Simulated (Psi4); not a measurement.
# HF/3-21G run of Si2H5OF (SMILES O[SiH](F)[SiH3])

Aim: the energy change on altering one bond length of Si2H5OF at HF/3-21G, from 2 runs. 

Program for the calculation: Psi4 1.11.

## (1) The structure to begin with

The species is Si2H5OF (9 atoms), meant as a singlet with charge 0. SMILES: `O[SiH](F)[SiH3]`. The shape is that of a PBE0-D4/def2-TZVP optimisation. This is one conformer, not always the lowest.

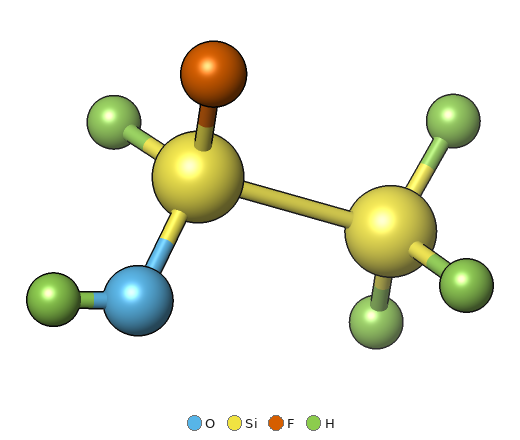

The structure, seen from a chosen angle (oxygen blue, silicon yellow, fluorine orange, hydrogen green).

## (2) Energy and gradient at HF/3-21G

Contents of calc.inp:

```
memory 2200 MB

molecule geom {
  0 1
  O
  Si 1 1.636065
  F 2 1.60331 1 110.15924
  Si 2 2.339006 3 109.29643 1 -117.16473
  H 1 0.958823 2 118.86173 3 71.48264
  H 2 1.48798 3 105.01799 1 119.06696
  H 4 1.487226 2 109.58651 6 59.96519
  H 4 1.487017 7 108.82201 2 119.66221
  H 4 1.486108 8 109.40302 7 -119.32438
  units angstrom
  symmetry c1
  no_reorient
  no_com
}

set puream true
set e_convergence 1e-09
set d_convergence 1e-08
set scf_type pk

e_tot, wfn = gradient('scf/3-21G', return_wfn=True)
oeprop(wfn, 'DIPOLE', 'MULLIKEN_CHARGES', 'WIBERG_LOWDIN_INDICES')
```

The run is started by

```sh
$ psi4 -n 1 calc.inp calc.out
```

calc.out:

```text
[...]
  Running in c1 symmetry.
[...]
  Nuclear repulsion =  227.836446127082496
[...]
  Multiplicity = 1
[...]
  Nalpha       = 25
  Nbeta        = 25
[...]
    Number of basis functions: 54
[...]
   @RHF iter   1:  -751.04009527226287   -9.65454e-01   8.36513e-03 ADIIS/DIIS
[...]
   @RHF iter  11:  -751.12972761314813   -2.04636e-12   3.13724e-09 DIIS
[...]
    Orbital Energies [Eh]
    ---------------------
    Doubly Occupied:
       1A    -68.381429     2A    -68.285197     3A    -26.135979
       4A    -20.464020     5A     -6.183036     6A     -6.104601
       7A     -4.279548     8A     -4.278951     9A     -4.278583
      10A     -4.200137    11A     -4.199518    12A     -4.199456
      13A     -1.564820    14A     -1.355804    15A     -0.796606
      16A     -0.724896    17A     -0.691298    18A     -0.647139
      19A     -0.636637    20A     -0.587165    21A     -0.530881
      22A     -0.503233    23A     -0.488335    24A     -0.487170
      25A     -0.411097
[...]
  @RHF Final Energy:  -751.12972761314813
   => Energetics <=
    Nuclear Repulsion Energy =            227.8364461270824961
    One-Electron Energy =               -1497.1012716517620902
    Two-Electron Energy =                 518.1350979115313748
    Total Energy =                       -751.1297276131481340
[...]
  -Total Gradient:
     Atom            X                  Y                   Z
    ------   -----------------  -----------------  -----------------
       1        0.006662006857     0.002705256588     0.015934031782
       2       -0.005401248081    -0.028941601201    -0.023036151612
       3        0.000654835586     0.025777573148    -0.006269164557
       4       -0.000432681691    -0.000825717322    -0.000689248037
       5        0.000232831640     0.001228522906     0.012776268698
       6       -0.003331835828    -0.000398864042     0.001088745799
       7        0.000192841990    -0.000243530243     0.000119203190
       8        0.000775529155     0.000601863117    -0.000004162639
       9        0.000647720374     0.000096497047     0.000080477382
[...]
 Multipole Moments:
 ------------------------------------------------------------------------------------
     Multipole            Electronic (a.u.)      Nuclear  (a.u.)        Total (a.u.)
 ------------------------------------------------------------------------------------
 L = 1.  Multiply by 2.5417464519 to convert [e a0] to [Debye]
 Dipole X            :         -3.0720869            2.4448760           -0.6272108
 Dipole Y            :         -4.8014921            5.2126018            0.4111097
 Dipole Z            :         -0.3713223            0.1737424           -0.1975799
 Magnitude           :                                                    0.7755272
[...]
  Mulliken Charges: (a.u.)
   Center  Symbol    Alpha    Beta     Spin     Total
       1     O     4.43949  4.43949  0.00000 -0.87899
       2    SI     6.31911  6.31911  0.00000  1.36179
       3     F     4.75798  4.75798  0.00000 -0.51596
       4    SI     6.83164  6.83164  0.00000  0.33672
       5     H     0.28967  0.28967  0.00000  0.42066
       6     H     0.63797  0.63797  0.00000 -0.27593
       7     H     0.57785  0.57785  0.00000 -0.15570
       8     H     0.57658  0.57658  0.00000 -0.15315
       9     H     0.56972  0.56972  0.00000 -0.13944
   Total alpha = 25.00000, Total beta = 25.00000, Total charge =  0.00000
[...]
```

Wall time 1.5 s (1 thread of Intel Xeon 6975P-C (Granite Rapids), shared host); peak memory 0.19 GiB.

## (3) The distorted shape: the energy at HF/3-21G

Contents of calc.py:

```python
import psi4

psi4.set_memory(2200000000)
psi4.set_num_threads(1)
psi4.set_output_file('psi4.out', False)

mol = psi4.geometry("""
0 1
O     -0.505408    -0.768958     1.658927
Si    -0.944408    -0.318758     0.148527
F     -1.888508     0.975642     0.210227
Si     1.022092     0.212942    -1.000873
H     -1.163408    -1.163758     2.233827
H     -1.777508    -1.373558    -0.489773
H      0.685792     0.702442    -2.364373
H      1.868792    -1.003358    -1.123073
H      1.887800     1.425600    -0.163800
units angstrom
symmetry c1
no_reorient
no_com
""")

psi4.set_options({
    'basis': '3-21G',
    'puream': True,
    'e_convergence': 1e-09,
    'd_convergence': 1e-08,
    'scf_type': 'pk',
})

E, wfn = psi4.energy("scf", molecule=mol, return_wfn=True)
psi4.oeprop(wfn, "QUADRUPOLE", "MULLIKEN_CHARGES", "WIBERG_LOWDIN_INDICES")
print('E =', round(E, 9))
```

The run is started by

```sh
$ python calc.py
```

psi4.out, cut to the lines that bear on the results:

```text
[...]
  Running in c1 symmetry.
[...]
  Nuclear repulsion =  226.960616980602964
[...]
  Multiplicity = 1
[...]
  Nalpha       = 25
  Nbeta        = 25
[...]
    Number of basis functions: 54
[...]
   @RHF iter   1:  -751.02756880080426   -1.03206e+00   8.36229e-03 DIIS/ADIIS
[...]
   @RHF iter  11:  -751.11704178800062   -1.02318e-12   3.43543e-09 DIIS
[...]
  @RHF Final Energy:  -751.11704178800062
   => Energetics <=
    Nuclear Repulsion Energy =            226.9606169806029641
    One-Electron Energy =               -1495.2066379182681430
    Two-Electron Energy =                 517.1289791496645876
    Total Energy =                       -751.1170417880006198
[...]
 Multipole Moments:
 ------------------------------------------------------------------------------------
     Multipole            Electronic (a.u.)      Nuclear  (a.u.)        Total (a.u.)
 ------------------------------------------------------------------------------------
 L = 1.  Multiply by 2.5417464519 to convert [e a0] to [Debye]
 Dipole X            :         34.5556505          -34.8669437           -0.3112932
 Dipole Y            :         -0.3259442           -0.5006678           -0.8266121
 Dipole Z            :         -2.4863974            2.5009070            0.0145096
 Magnitude           :                                                    0.8834034
 L = 2.  Multiply by 1.3450342976 to convert [e a0^2] to [Debye ang]
 Quadrupole XX       :       -293.5409223          261.7351096          -31.8058127
 Quadrupole XY       :          7.3525916           -3.9944122            3.3581794
[...]
  Mulliken Charges: (a.u.)
   Center  Symbol    Alpha    Beta     Spin     Total
       1     O     4.43899  4.43899  0.00000 -0.87799
       2    SI     6.31775  6.31775  0.00000  1.36449
       3     F     4.75746  4.75746  0.00000 -0.51493
       4    SI     6.85760  6.85760  0.00000  0.28480
       5     H     0.28935  0.28935  0.00000  0.42131
       6     H     0.63665  0.63665  0.00000 -0.27330
       7     H     0.57686  0.57686  0.00000 -0.15372
       8     H     0.57547  0.57547  0.00000 -0.15094
       9     H     0.54987  0.54987  0.00000 -0.09973
   Total alpha = 25.00000, Total beta = 25.00000, Total charge =  0.00000
[...]
```

The script printed:

```text
E = -751.117041788
```

Run time: 1.3 s. Hardware: 1 thread of Intel Xeon 6975P-C (Granite Rapids), shared host; peak memory 0.19 GiB.

## (4) Summary of results

Level: HF/3-21G.

```
                                                          quantity          value
                                         first shape: total energy  -751.12973 Eh
                                        first shape: dipole moment         1.97 D
                                          first shape: HOMO energy      -11.19 eV
                                          first shape: LUMO energy        3.75 eV
                                        first shape: HOMO–LUMO gap       14.93 eV
                             first shape: largest force on an atom     1.922 eV/Å
                                     distorted shape: total energy  -751.11704 Eh
                                    distorted shape: dipole moment         2.25 D
                                      distorted shape: HOMO energy      -11.18 eV
                                      distorted shape: LUMO energy        3.37 eV
                                    distorted shape: HOMO–LUMO gap       14.55 eV
energy change with the Si4–H9 bond stretched from 1.486 to 1.709 Å       0.345 eV
```

In words: With the Si4–H9 bond stretched from 1.486 to 1.709 Å the energy rises by 0.35 eV (8.0 kcal/mol). The first shape isn't relaxed at this level, so the change isn't measured from a minimum. The largest force (first shape) is 1.92 eV/Å: the shape isn't a stationary point for this species at this level. Mulliken charges (distorted shape) run from -0.88 on O1 to +1.36 on Si2.
